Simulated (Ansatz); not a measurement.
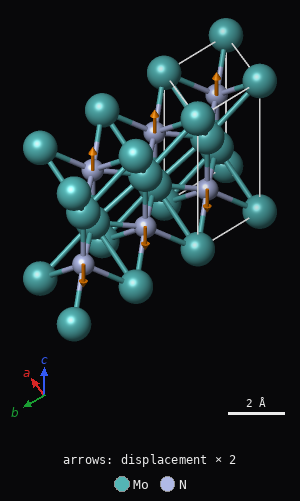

This is a relaxation of a crystal of Mo3N2 (built on the A-type sesquioxide_164 type) (coarse preliminary run). The starting structure is drawn; orange arrows show the displacements (the part carried along by the change of the cell is left out), magnified 2 times.

A ball-and-stick model of the cell of the calculation, repeated 1 × 3 × 1 with one cell outlined, seen from a free direction.

Case: A-type sesquioxide type (P-3m1, No. 164).

The calculation used Ansatz, DFT PBE, scalar-relativistic, plane waves, PAW.

Input
```yaml
crystal:
  lattice:
    - [3.4841570488, 0.0, 0.0]
    - [-1.7420785244, 3.0173685151, 0.0]
    - [0.0, 0.0, 5.4207824135]
  atoms:
    - { symbol: Mo, position: [0.0, 0.0, 0.0] }
    - { symbol: Mo, position: [0.3333333333, 0.6666666667, 0.645] }
    - { symbol: Mo, position: [0.6666666667, 0.3333333333, 0.355] }
    - { symbol: "N", position: [0.3333333333, 0.6666666667, 0.245] }
    - { symbol: "N", position: [0.6666666667, 0.3333333333, 0.755] }
basis:
  ecutwfc: 420
kpoints:
  mp_grid: { grid: [6, 6, 4] }
hamiltonian:
  xc: pbe
scf:
  occupations: { method: gaussian, width: 0.1 }
  lower_state_search: "off"
output:
  forces: true
  stress: true
  eigenvalues: true
relax:
  adjacent_minimum: "off"
  f_tol: 0.04
  max_steps: 70
  cell: { stress_tol: 0.4 }
```

Question: Atoms of which element are displaced furthest, and by how much?

Answer: Nitrogen: up to 0.48 Å, against 0.00 Å for molybdenum.

Question: Describe the change and its energy.

Answer: The energy falls by 581 meV per atom in 19 accepted moves (25 points after the start). The largest force component goes from 2.3 to 0.0072 eV/Å. Pressure: 11.21 GPa at the start and 0.01 GPa at the end. The line search rejected the trial steps at points 8, 19, 23 of the run. At 3 points the geometry stayed and the basis and grid were re-selected for the new cell (energy shift of 52.5 meV per atom at most each time). The largest moves relative to the cell, 0.48 Å, are those of N4 and N5. N4 goes along −c. Mo stays in place. The drawn cell changes as follows: a = b 3.484 → 2.857 Å (−18.0 %), c 5.421 → 7.979 Å (+47.2 %); the volume changes by −1.0 %. Among the contacts that change: Mo2–N4 2.168 → 3.676 Å, Mo1–Mo1 3.484 → 2.857 Å, Mo1–Mo2 2.784 → 3.277 Å, Mo2–Mo3 2.553 → 2.844 Å. Bonds break: Mo2–N4 (2.17 → 3.68 Å), Mo3–N5 (2.17 → 3.68 Å). Among the angles between lasting bonds that change: Mo2–N5–Mo2 112.3° → 83.9°, N5–Mo2–N5 112.3° → 83.9°, Mo1–N5–Mo2 75.9° → 97.8°. The space group stays P-3m1 (No. 164).
